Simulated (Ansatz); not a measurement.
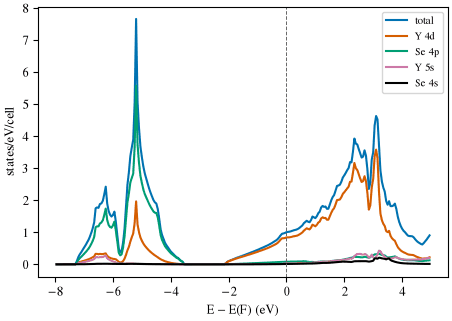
Fig. 1. Total and projected density of states of YSe (rock salt, space group No. 225), plane-wave PAW r²SCAN (Ansatz code)

### Question
Which orbitals carry the states next to the Fermi level?

### Answer
Within 0.5 eV of the Fermi level: Y 4d 83 %, Se 4p 8 %, outside the projected shells 5 %. Projections are on Löwdin-orthogonalised atomic valence shells; empty p or d shells of many metals are not among them.

### Question
Where is the tallest occupied peak in this window, and what makes it?

### Answer
Near -5.2 eV, about 7.7 states/eV per cell; the largest projected share is Se 4p.

Space group Fm-3m (rock salt). The workflow started from a Materials Project entry (that database holds measured and hypothetical structures alike); the Crystallography Open Database files this formula in space group No. 225, but the cells were not matched. Its standing as an ambient phase is unchecked. The r²SCAN relaxation kept the symmetry of its start; whether a distortion lowers the energy is not shown. No spin polarisation was allowed. With an odd number of electrons in the cell and no spin polarisation, the count alone makes it a metal. Spin–orbit coupling is left out wherever it is not named.

Potentials: the later of the program's two PAW sets.
